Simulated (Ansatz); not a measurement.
## Electronic structure of CH₅GeNO₂ in real space

Input

```
crystal:
  periodic: [false, false, false]
  atoms:
    - {symbol: O, position_ang: [-0.992622, 0.644709, 1.807339]}
    - {symbol: C, position_ang: [0.186997, 0.435600, 1.656855]}
    - {symbol: N, position_ang: [0.722172, -0.109645, 0.534603]}
    - {symbol: Ge, position_ang: [-0.351278, -0.645912, -0.889136]}
    - {symbol: O, position_ang: [-0.931698, 0.754101, -1.801311]}
    - {symbol: H, position_ang: [0.934339, 0.675231, 2.437935]}
    - {symbol: H, position_ang: [1.719672, -0.254936, 0.532681]}
    - {symbol: H, position_ang: [0.611697, -1.486978, -1.747002]}
    - {symbol: H, position_ang: [-1.593742, -1.373466, -0.398453]}
    - {symbol: H, position_ang: [-0.222437, 1.310098, -2.130709]}
basis:
  gaussian: {orbitals: def2-TZVPP}
hamiltonian: {xc: pbe0, dispersion: d4}
output: {orbitals: {seedname: orbitals}}
```

Command:

```sh
ansatz run in.yaml --threads 4 --pin off --events-out ev --progress --plain --max-ram 10444MiB
```

Geometry: PBE0-D4/def2-TZVP.

The calculation used Ansatz, RKS PBE0-D4/def2-TZVPP.

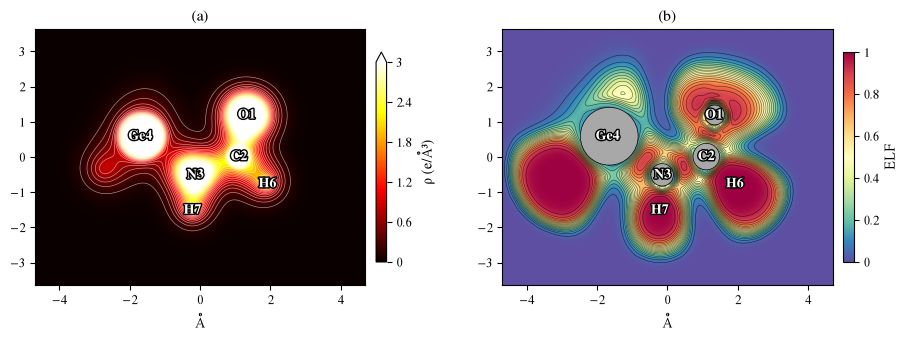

Figure 1. (a) total electron density; (b) electron localisation function on the plane of atoms O1, C2 and N3. Grey discs cover the atomic cores in the ELF map.

### Read the bonding off the picture.

The section cuts through O, C, N, Ge and H sites.
C–O (1.21 Å): the density is about 3.4 e/Å³ at the midpoint; the ELF peaks at about 0.85 between the atoms; a short, multiple covalent bond.
C–N (1.36 Å): the density is about 2.4 e/Å³ at the midpoint; the ELF peaks at about 0.90 between the atoms: localised, covalent bonding.
Ge–N (1.86 Å): ρ is about 0.92 e/Å³ halfway; the ELF peaks at about 0.90 in the valence shell of N, 0.7 Å from its nucleus, and is about 0.50 at the midpoint.
N–H (1.01 Å): ρ at the midpoint is about 3 e/Å³; the ELF climbs to about 1 towards the hydrogen, as it does in any bond to H: a covalent bond by its length.
C–H (1.11 Å): ρ at the midpoint is about 2 e/Å³; the ELF climbs to about 1 towards the hydrogen; an ordinary covalent bond to hydrogen.
The ELF also peaks beside O1, away from the bonds: lone-pair regions.

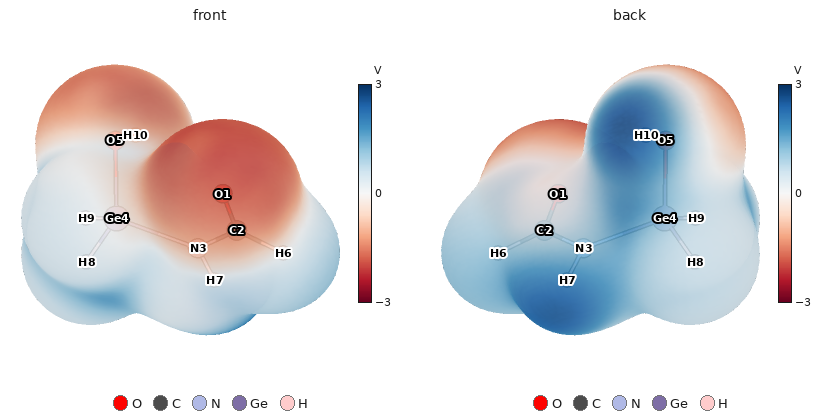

Figure 2. The molecular electrostatic potential painted on the density surface at 0.002 e/bohr³, seen from the front and from behind; the colour scale runs from red (negative) to blue (positive).

### Which sites attract a positive test charge, and which a negative one?

A positive charge is drawn to the negative regions and a negative charge to the positive ones. The most negative region (about −2.0 V) lies over O1, the most positive (about +2.5 V) over H7 and H10. O1 is the likeliest acceptor of a hydrogen bond.

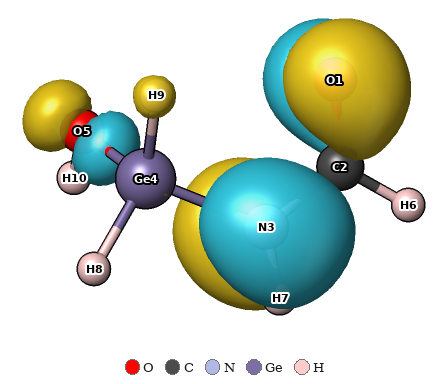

Figure 3. The HOMO−1 at ±0.1 Å⁻³ᐟ² (yellow and cyan are the two phases), seen at a tilt.

### What is the character of this orbital?

By Hirshfeld shares it lies mainly on N3 (about 45 %), O1 (about 30 %) and C2 (about 10 %); largely a combination of lone pairs on N3 and O1. Its energy is −8.11 eV.

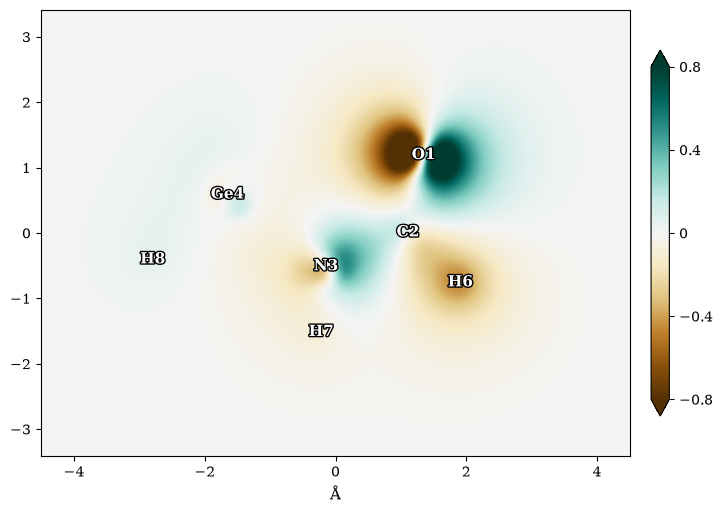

Figure 4. The HOMO on the plane of atoms Ge4, N3 and H7 (values in Å⁻³ᐟ²; the overall sign is arbitrary).

### Where does this orbital lie, and at what energy?

It lies mainly on O1 (about 65 %), C2 (about 15 %), H6 (about 10 %) and N3 (about 5 %). Its energy is −7.66 eV.
